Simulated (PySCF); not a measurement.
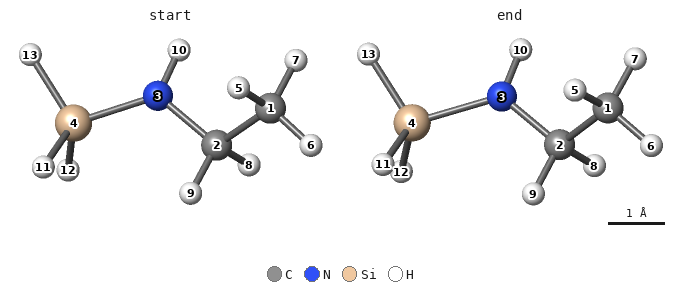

The structure of C2H9NSi before (left) and after (right) a relaxation, at one scale.

Style: ball-and-stick. Shown at a tilt.

The start comes from GFN2-xTB. Its atoms were then displaced at random by about 0.01 Å.

The calculation used PBE0-D3(BJ)/def2-SVP geometry optimisation, gas phase (PySCF). 

> What changed between the two?

H12 moves most after the best rigid fit: 0.13 Å. Largest moves by element: H 0.13 Å, N 0.11 Å, C 0.06 Å, Si 0.03 Å. Among the contacts that change: N3–Si4 1.664 → 1.728 Å, C1–H6 1.052 → 1.101 Å, C1–C2 1.541 → 1.519 Å, Si4–H11 1.477 → 1.496 Å. Bond angles that change, for instance: C2–N3–H10 110.3° → 113.8°, H8–C2–H9 108.8° → 105.4°, H6–C1–H7 110.6° → 107.6°. Over 5 geometry steps the energy falls by 16.1 kJ/mol.
